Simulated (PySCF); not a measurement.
# What a change does: NMR shielding calculation on C5H12OSi

System: C5H12OSi.
Method of run 1: GIAO PBE0/pcSseg-1 NMR shielding, non-relativistic, gas phase (PySCF 2.14.0).

The geometry comes from this level: PBE0-D3(BJ)/def2-SVP. Text and figures count atoms from 1; the logs count them from 0 in places.

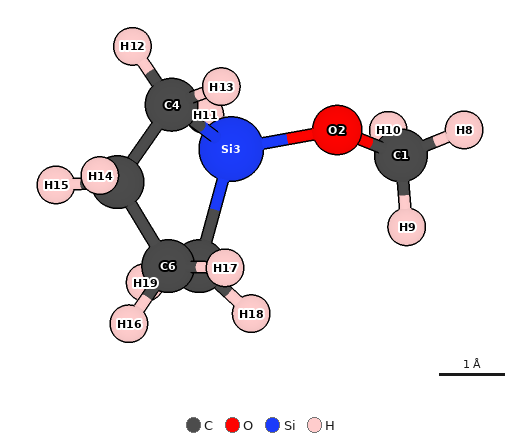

**Figure 1.** The structure as given in the input (ball-and-stick view, seen at a tilt; atoms are numbered from 1 in the order of the input). Bond lengths as drawn: C–C 1.53 to 1.54 Å, C–H 1.10 to 1.11 Å, C–O 1.40 Å, C–Si 1.88 to 1.89 Å, H–Si 1.50 Å and O–Si 1.67 Å.

Input file, run 1:
```
{"job": {"kind": "nmr", "xc": "PBE0", "basis": "pcSseg-1"}, "charge": 0, "multiplicity": 1}
C      3.012353     0.093281     0.202035
O      1.774579     0.739629     0.151918
Si     0.495380     0.234716    -0.799643
C     -0.959103     1.395254    -0.510790
C     -2.117212     0.449560    -0.147783
C     -1.556749    -0.751206     0.623944
C     -0.364834    -1.323365    -0.161512
H      3.697793     0.679696     0.833597
H      2.937457    -0.920713     0.638301
H      3.474382    -0.003995    -0.798848
H      0.984833     0.108252    -2.211652
H     -1.196894     2.067545    -1.348195
H     -0.690532     2.033517     0.349018
H     -2.905017     0.963679     0.426617
H     -2.596845     0.083528    -1.073039
H     -2.336262    -1.508202     0.809892
H     -1.210645    -0.409239     1.615632
H      0.271214    -1.988689     0.442646
H     -0.722925    -1.916560    -1.021780
```

The first line tells a small driver script what to run in PySCF; the rest is the geometry in Å.

Launched with:
```bash
OMP_NUM_THREADS=1 python <driver script> task.json out
```

Hardware: 1 CPU thread, shared host.

Output (run 1):
```
coarse grid: 15584 points
cycle   1  E = -561.8656397702  dE =  6.379e-01  |g| = 7.227e-01  |ddm| = 3.734e+00
cycle   2  E = -561.7348062722  dE =  1.308e-01  |g| = 1.097e+00  |ddm| = 1.703e+00
cycle   3  E = -561.9709027824  dE = -2.361e-01  |g| = 1.083e-01  |ddm| = 1.185e+00
cycle   4  E = -561.9728265448  dE = -1.924e-03  |g| = 4.705e-02  |ddm| = 1.191e-01
cycle   5  E = -561.9733475947  dE = -5.210e-04  |g| = 7.326e-03  |ddm| = 4.542e-02
cycle   6  E = -561.9733591133  dE = -1.152e-05  |g| = 1.957e-03  |ddm| = 9.000e-03
cycle   7  E = -561.9733600193  dE = -9.060e-07  |g| = 3.445e-04  |ddm| = 2.045e-03
final grid: 143640 points
cycle   8  E = -562.0249366748  dE = -2.450e-05  |g| = 1.096e-02  |ddm| = 2.303e-02
cycle   9  E = -562.0249108500  dE =  2.582e-05  |g| = 1.590e-02  |ddm| = 1.913e-02
cycle  10  E = -562.0249616524  dE = -5.080e-05  |g| = 1.408e-03  |ddm| = 1.222e-02
cycle  11  E = -562.0249620659  dE = -4.135e-07  |g| = 1.876e-04  |ddm| = 1.380e-03
cycle  12  E = -562.0249620725  dE = -6.622e-09  |g| = 6.465e-05  |ddm| = 2.243e-04
cycle  13  E = -562.0249620734  dE = -8.750e-10  |g| = 2.100e-05  |ddm| = 6.528e-05
converged SCF energy = -562.0249620734

GIAO shielding tensors (ppm)
atom      isotropic    diamagn.    paramagn.     s11        s22        s33       span
  0 C      130.984     239.863    -108.879    103.946    105.411    183.597     79.651
  1 O      319.775     398.659     -78.884    271.796    339.929    347.602     75.806
  2 Si     323.994     880.655    -556.661    269.509    332.527    369.946    100.437
  3 C      171.320     255.269     -83.950    159.190    167.806    186.963     27.774
  4 C      156.191     247.942     -91.751    137.894    158.631    172.049     34.155
  5 C      155.582     248.359     -92.776    137.435    159.036    170.276     32.841
  6 C      171.950     255.457     -83.507    161.712    171.319    182.819     21.107
  7 H       27.499      26.587       0.912     23.091     24.965     34.441     11.350
  8 H       27.792      28.581      -0.788     23.125     26.123     34.129     11.004
  9 H       27.815      26.862       0.953     23.969     25.149     34.326     10.357
 10 H       26.232      29.696      -3.464     22.886     24.504     31.306      8.420
 11 H       30.299      30.316      -0.017     25.469     27.810     37.618     12.149
 12 H       30.694      31.933      -1.239     26.281     28.402     37.399     11.118
 13 H       29.365      29.278       0.087     24.013     27.236     36.846     12.833
 14 H       30.396      30.534      -0.138     25.548     28.321     37.320     11.772
 15 H       29.383      29.885      -0.502     23.880     27.349     36.921     13.042
 16 H       30.052      31.846      -1.794     25.818     27.986     36.352     10.534
 17 H       30.322      32.181      -1.858     26.132     27.880     36.955     10.823
 18 H       31.314      31.665      -0.351     26.441     28.585     38.916     12.474
```

For run 2 the input was changed thus:
```diff
-"xc": "PBE0"
+"xc": "KT2"
+"pop": false
```

How does run 2 compare with run 1?

The total energies belong to different methods, so their difference says nothing on which is more stable or more accurate. The HOMO goes from −7.54 to −6.23 eV. The LUMO goes from 1.20 to 0.10 eV. The dipole moment goes from 0.88 to 0.79 D. Of all shieldings, the largest change is that of O2, by −13.9 ppm. The functional changes from PBE0 to KT2. Exact exchange removes part of the self-interaction error of semilocal functionals, which pushes filled and empty levels apart. The SCF takes 16 iterations against 13.

Output (run 2):
```
coarse grid: 15584 points
cycle   1  E = -569.3066571016  dE =  5.464e-01  |g| = 8.992e-01  |ddm| = 3.788e+00
cycle   2  E = -568.7151975597  dE =  5.915e-01  |g| = 1.860e+00  |ddm| = 3.501e+00
cycle   3  E = -569.4709534046  dE = -7.558e-01  |g| = 2.457e-01  |ddm| = 2.975e+00
cycle   4  E = -569.4823786073  dE = -1.143e-02  |g| = 1.183e-01  |ddm| = 3.465e-01
cycle   5  E = -569.4856373306  dE = -3.259e-03  |g| = 2.110e-02  |ddm| = 1.286e-01
cycle   6  E = -569.4857494035  dE = -1.121e-04  |g| = 6.805e-03  |ddm| = 3.228e-02
cycle   7  E = -569.4857600225  dE = -1.062e-05  |g| = 1.778e-03  |ddm| = 7.967e-03
cycle   8  E = -569.4857606926  dE = -6.701e-07  |g| = 5.129e-04  |ddm| = 1.800e-03
final grid: 143640 points
cycle   9  E = -569.5459793152  dE = -2.008e-04  |g| = 2.171e-02  |ddm| = 4.438e-02
cycle  10  E = -569.5458097143  dE =  1.696e-04  |g| = 3.375e-02  |ddm| = 4.840e-02
cycle  11  E = -569.5460706323  dE = -2.609e-04  |g| = 4.767e-03  |ddm| = 3.496e-02
cycle  12  E = -569.5460742083  dE = -3.576e-06  |g| = 1.750e-03  |ddm| = 5.408e-03
cycle  13  E = -569.5460748708  dE = -6.625e-07  |g| = 2.838e-04  |ddm| = 1.714e-03
cycle  14  E = -569.5460748887  dE = -1.793e-08  |g| = 8.078e-05  |ddm| = 3.841e-04
cycle  15  E = -569.5460748904  dE = -1.629e-09  |g| = 1.482e-05  |ddm| = 7.740e-05
cycle  16  E = -569.5460748904  dE = -5.718e-11  |g| = 3.790e-06  |ddm| = 2.260e-05
converged SCF energy = -569.5460748904

GIAO shielding tensors (ppm)
atom      isotropic    diamagn.    paramagn.     s11        s22        s33       span
  0 C      128.309     241.228    -112.919    100.213    101.602    183.111     82.897
  1 O      305.905     398.925     -93.019    254.231    328.215    335.269     81.037
  2 Si     333.292     884.347    -551.055    273.925    340.310    385.640    111.714
  3 C      168.626     255.855     -87.229    155.741    164.612    185.524     29.783
  4 C      153.486     249.631     -96.145    134.895    156.067    169.496     34.601
  5 C      152.672     249.737     -97.065    134.378    156.265    167.373     32.995
  6 C      169.632     256.035     -86.403    158.793    168.075    182.027     23.234
  7 H       27.341      26.762       0.580     23.122     24.792     34.109     10.987
  8 H       27.572      29.034      -1.463     23.055     25.742     33.918     10.863
  9 H       27.597      26.980       0.617     23.924     24.802     34.065     10.141
 10 H       25.915      29.829      -3.914     22.658     24.198     30.890      8.232
 11 H       30.042      30.295      -0.253     25.371     27.754     37.001     11.629
 12 H       30.587      32.141      -1.554     26.248     28.411     37.103     10.855
 13 H       29.130      29.190      -0.061     23.923     27.184     36.282     12.359
 14 H       30.290      30.696      -0.406     25.464     28.313     37.092     11.628
 15 H       29.148      29.705      -0.556     23.783     27.308     36.354     12.571
 16 H       29.940      32.228      -2.288     25.696     28.003     36.122     10.426
 17 H       30.077      32.318      -2.241     26.059     27.827     36.344     10.285
 18 H       31.212      31.732      -0.520     26.395     28.561     38.680     12.286
```

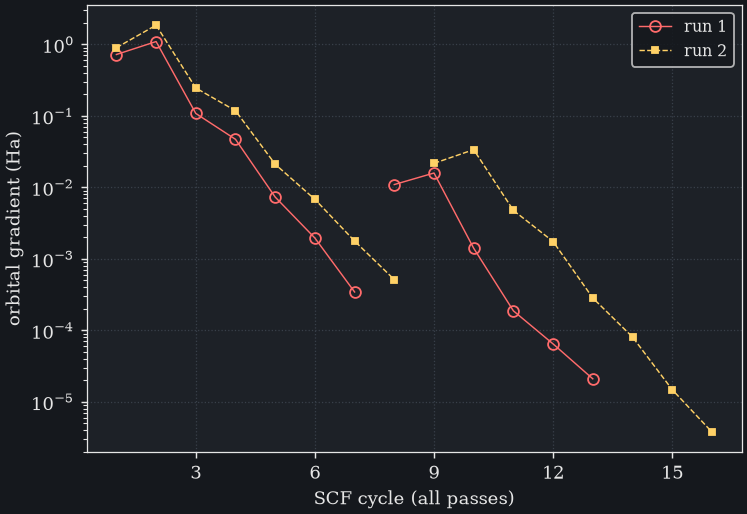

**Figure 2.** Convergence of the two runs: orbital gradient against the SCF cycle. A break in a curve parts two SCF passes (coarse and final grid). Run 1 takes 13 cycles in all, and run 2 takes 16.

The two runs side by side:

```csv
quantity,run 1,run 2
outcome,converged,converged
total energy (hartree),−562.024962,−569.546075
HOMO (eV),−7.54,−6.23
LUMO (eV),1.20,0.10
dipole moment (D),0.88,0.79
shielding of C1 (ppm),131.0,128.3
shielding of O2 (ppm),319.8,305.9
shielding of Si3 (ppm),324.0,333.3
shielding of C4 (ppm),171.3,168.6
shielding of C5 (ppm),156.2,153.5
shielding of C6 (ppm),155.6,152.7
shielding of C7 (ppm),171.9,169.6
SCF iterations,13,16
basis functions,186,186
wall time (shared host),25 s,34 s
```
